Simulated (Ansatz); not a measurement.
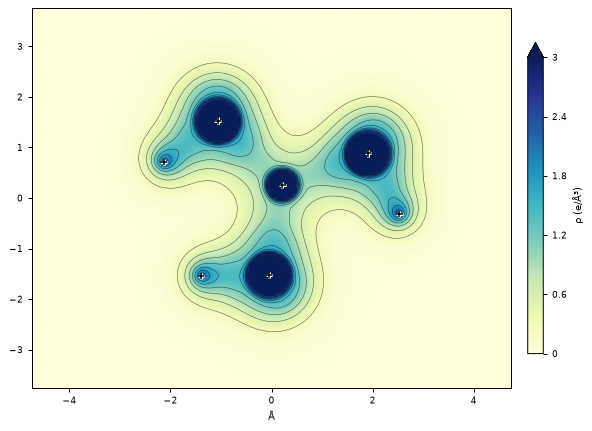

The total electron density on a plane through atoms (crosses mark nuclei in the plane).

The calculation used Ansatz, RKS PBE0-D4/def2-SVP.

Candidates:
A. BH3S3 (SMILES SB(S)S)
B. CH8N2OSi (SMILES N[SiH2]NCO)

Question: Which system is this?

Answer: Candidate A: BH3S3 on the molecular plane, which holds S, B and H. B–S (1.81 Å): the density is about 1.2 e/Å³ at the midpoint. S–H (1.35 Å): ρ is about 1.4 e/Å³ halfway.
